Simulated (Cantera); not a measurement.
Charge: 1 mol SiHCl₃, 0.78 mol C₂H₄, 31 mol H₂, equilibrated at 0.470 bar.

These are equilibrium values from Cantera (NASA tables, ideal gas, pure condensed phases), not measurements of a reactor. Candidate condensed phases: C, C₆H₆, C₇H₈, C₈H₁₈, Si, SiC; 109 gas species. The tables' values for SiCl, SiCl₃ are old estimates; treat these amounts as uncertain. Gases not in the tables: Si₂H₆ and higher silanes. Rates play no part.

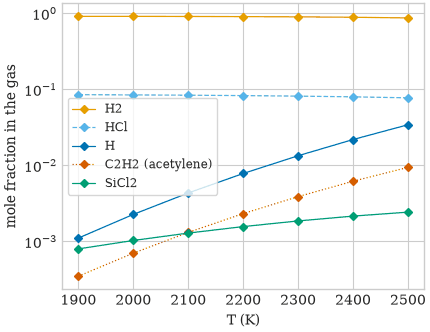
*Equilibrium gas composition (values under 1e-9 drawn at 1e-9)*

Question: Read off the mole fractions at 2500 K.

Answer: H₂ about 0.87, HCl about 0.077, H about 0.034, C₂H₂ (acetylene) about 0.0094, SiCl₂ about 0.0024.
